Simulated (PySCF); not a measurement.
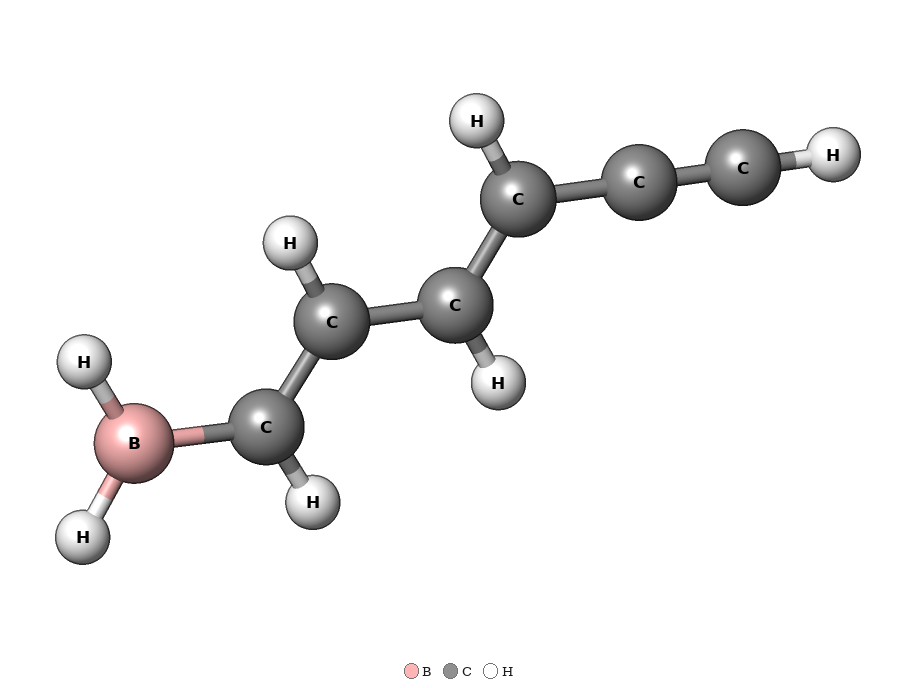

The geometry was computed by an optimisation with GFN2-xTB. No frequency run is at hand to confirm it as a minimum. Method: CAM-B3LYP/def2-SVPD, gas phase (PySCF 2.14.0). Excitations: vertical, linear response.

What is the dipole moment?

1.77 D.

Estimate the HOMO energy (Kohn–Sham orbital).

−8.10 eV.

Give the lowest vertical singlet excitation at this level.

4.26 eV.

Give the mean static polarisability at this level.

109.1 bohr³.

The geometry is semi-empirical. Around B such bond lengths and angles can be off by a tenth of an ångström or more and by several degrees, and values that hang on the shape move with them.
